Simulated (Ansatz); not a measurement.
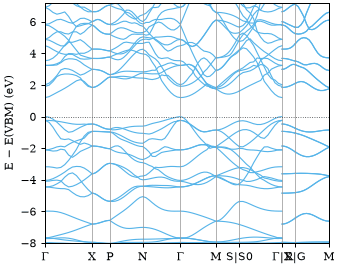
*Band structure from plane-wave PAW LDA (Ansatz code)*

### Question
Read off the gap and where the band edges lie.

### Answer
About 1.2 eV (1.20 eV by a search for the band edges); maximum at Γ, minimum at Γ.

The material is CdSiP2 (chalcopyrite, I-42d).

The cell was relaxed with LDA under the symmetry of its start. Spin–orbit coupling is left out wherever it is not named.

Potentials: the later of the program's two PAW sets.
